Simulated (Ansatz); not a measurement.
## A computed series for Ga2O3: response to strain

The reference is Ga$_{2}$O$_{3}$ in the corundum structure (space group R-3c, No. 167; a = 5.0577 Å, c = 13.6232 Å (hexagonal axes)). Axes: x lies along a and z along c of the hexagonal cell.

Strains are applied to the cell and any free atomic positions relax; under biaxial strain the out-of-plane vector relaxes too.

Computed with Kohn–Sham DFT with the PBE functional, run in Ansatz (a quantum-chemistry and plane-wave program) with PAW and 420 eV plane waves, no spin-orbit coupling.

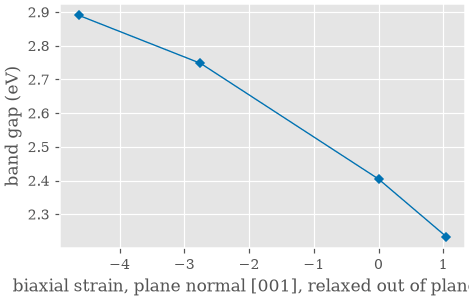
Figure. Band gap against biaxial strain, plane normal [001], relaxed out of plane

| biaxial strain, plane normal [001], relaxed out of plane (%) | band gap |
|---|---|
| -4.63 | 2.89 eV |
| -2.75 | 2.75 eV |
| 1.05 | 2.23 eV |

Whether these cells are dynamically stable was not tested.
